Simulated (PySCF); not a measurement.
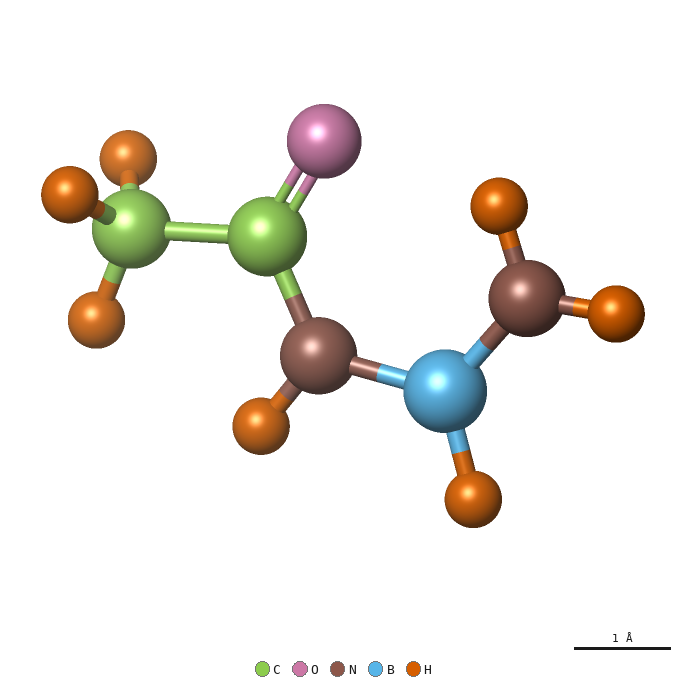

Ball-and-stick drawing of a structure. Multiple sticks mark multiple bonds (one Kekulé form).

Computed geometry: GFN2-xTB optimisation. No frequency run is at hand to confirm it as a minimum.

Give the formula.

Answer. C₂H₇BN₂O, 13 atoms: 2 carbon, 7 hydrogen, 1 boron, 2 nitrogen and 1 oxygen.

Describe its rings.

Answer. It has no ring.

Name functional groups in it.

Answer. Among them: amide, B–H bond.

Give a SMILES string for it.

Answer. CC(=O)NBN

Count the bonded pairs by element.

Answer. 3 C–H, 3 N–H, 2 B–N, 1 C–C, 1 C–O, 1 C–N, 1 B–H.

The parts below concern this one geometry. Atoms keep their numbers from picture to picture.

### Geometry

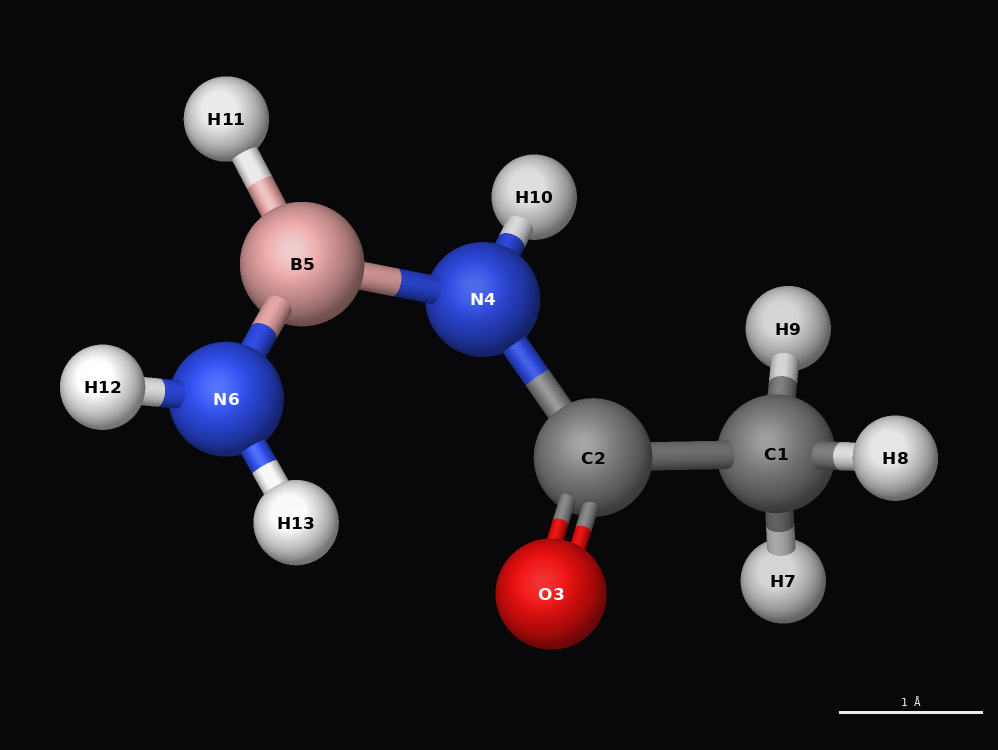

The atoms are numbered. No frequency run is at hand to confirm it as a minimum.

Give these bond angles: C2–C1–H7, C2–C1–H8, C2–C1–H9, C1–C2–O3, C1–C2–N4, O3–C2–N4, C2–N4–B5, C2–N4–H10, B5–N4–H10, N4–B5–N6, N4–B5–H11, N6–B5–H11, B5–N6–H12, B5–N6–H13.

```json
{"angle": "C2–C1–H7", "degrees": "108.9"}
{"angle": "C2–C1–H8", "degrees": "108.6"}
{"angle": "C2–C1–H9", "degrees": "112.8"}
{"angle": "C1–C2–O3", "degrees": "121.1"}
{"angle": "C1–C2–N4", "degrees": "115.5"}
{"angle": "O3–C2–N4", "degrees": "123.4"}
{"angle": "C2–N4–B5", "degrees": "127.3"}
{"angle": "C2–N4–H10", "degrees": "115.1"}
{"angle": "B5–N4–H10", "degrees": "117.6"}
{"angle": "N4–B5–N6", "degrees": "119.8"}
{"angle": "N4–B5–H11", "degrees": "117.7"}
{"angle": "N6–B5–H11", "degrees": "122.5"}
{"angle": "B5–N6–H12", "degrees": "125.3"}
{"angle": "B5–N6–H13", "degrees": "119.9"}
```

### Bond orders

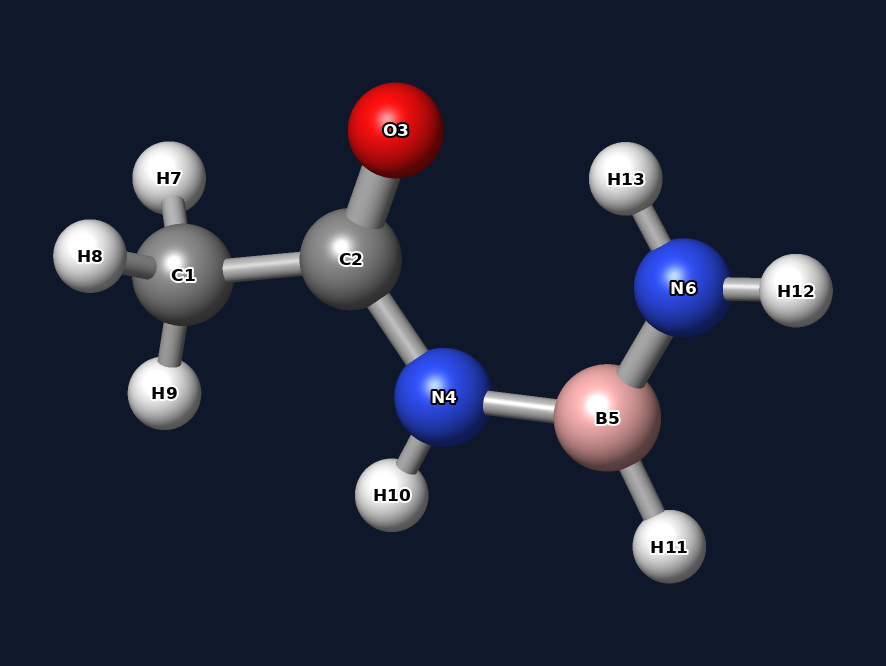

The thickness of each stick grows with its Mayer bond order. No frequency run is at hand to confirm it as a minimum. Level of theory: PBE0/pcSseg-1 (PySCF 2.14.0).

Which bond has the highest Mayer bond order?

Answer. C2–O3, 1.89, at a length of 1.216 Å.

List the Mayer bond orders of C1–C2, C1–H7, C1–H8, C1–H9, C2–O3, C2–N4, N4–B5, N4–H10, B5–N6, B5–H11, N6–H12, N6–H13.

```tsv
bond	Mayer order	length (Å)
C1–C2	0.99	1.518
C1–H7	0.95	1.088
C1–H8	0.94	1.088
C1–H9	0.96	1.086
C2–O3	1.89	1.216
C2–N4	1.14	1.360
N4–B5	1.01	1.453
N4–H10	0.93	1.009
B5–N6	1.40	1.377
B5–H11	0.97	1.171
N6–H12	0.95	1.004
N6–H13	0.91	1.010
```

### NMR shielding

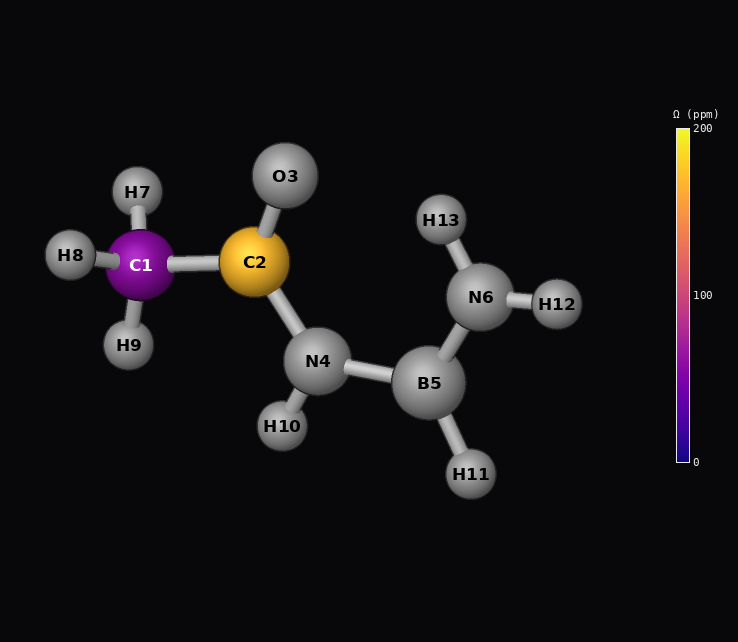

The C atoms are coloured by the span of their shielding tensor. No frequency run is at hand to confirm it as a minimum. Method: GIAO PBE0/pcSseg-1 NMR shielding, non-relativistic, gas phase (PySCF 2.14.0). Principal shieldings σ11 ≤ σ22 ≤ σ33, span Ω = σ33 − σ11, skew κ = 3(σiso − σ22)/Ω.

Which C atom has the most anisotropic shielding?

Answer. C2, with a span of 171 ppm.

Give the shielding tensors of the C atoms.

| atom | σ11 | σ22 | σ33 | σiso | Ω | κ |
| --- | --- | --- | --- | --- | --- | --- |
| C1 | 133.5 | 152.4 | 191.9 | 159.3 | 58.4 | 0.35 |
| C2 | −80.6 | 17.2 | 89.9 | 8.8 | 170.5 | −0.15 |

Shieldings and span in ppm.

### Charges

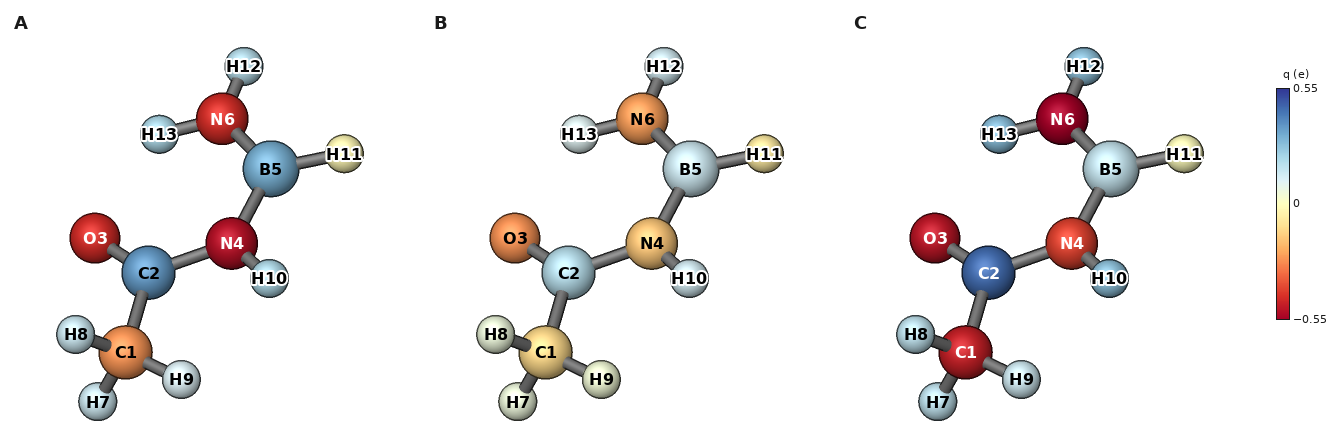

Atomic charges of one calculation by 3 schemes, on one colour scale. No frequency run is at hand to confirm it as a minimum. Level of theory: PBE0/pcSseg-1 (PySCF 2.14.0).

The schemes are Hirshfeld, IAO, Mulliken. Which panel shows which?

Answer. A Mulliken, B Hirshfeld, C IAO.

List the charges (e), one line for each set of equivalent atoms.

```csv
atom,Mulliken,Hirshfeld,IAO
C1,−0.26,−0.12,−0.48
C2,0.36,0.19,0.45
O3,−0.45,−0.26,−0.50
N4,−0.51,−0.16,−0.41
B5,0.32,0.14,0.16
N6,−0.44,−0.24,−0.55
H7,0.15,0.06,0.17
H8,0.15,0.06,0.17
H9,0.11,0.04,0.14
H10,0.20,0.13,0.27
H11,−0.03,−0.07,0.00
H12,0.19,0.13,0.27
H13,0.21,0.10,0.29
```

### Excitation

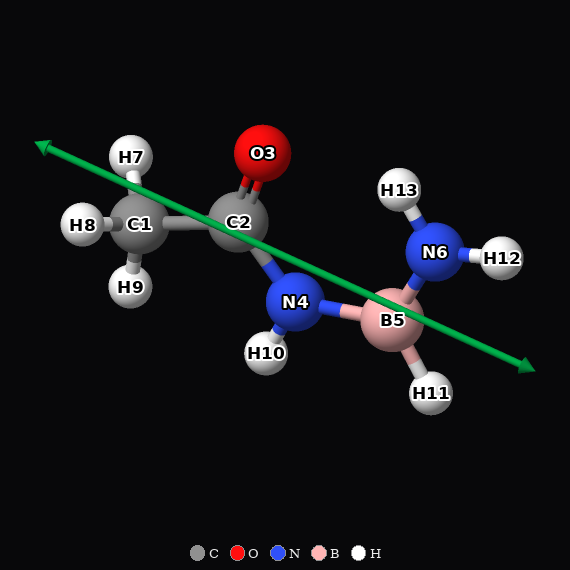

The double arrow shows the direction of the transition dipole to excited singlet state 2 (its length means nothing). No frequency run is at hand to confirm it as a minimum. Method: TDDFT PBE0/def2-SVPD, vertical, gas phase, core orbitals frozen in the response (PySCF 2.14.0).

Where does the transition lie, and how strong is it?

Answer. 6.52 eV (190 nm), oscillator strength 0.17, mainly HOMO−1 → LUMO (weight 0.95); transition dipole 2.60 D.

Mulliken values depend strongly on the basis set and can even reverse the polarity of a bond. The geometry is semi-empirical. Around B such bond lengths and angles can be off by a tenth of an ångström or more and by several degrees, and values that hang on the shape move with them.
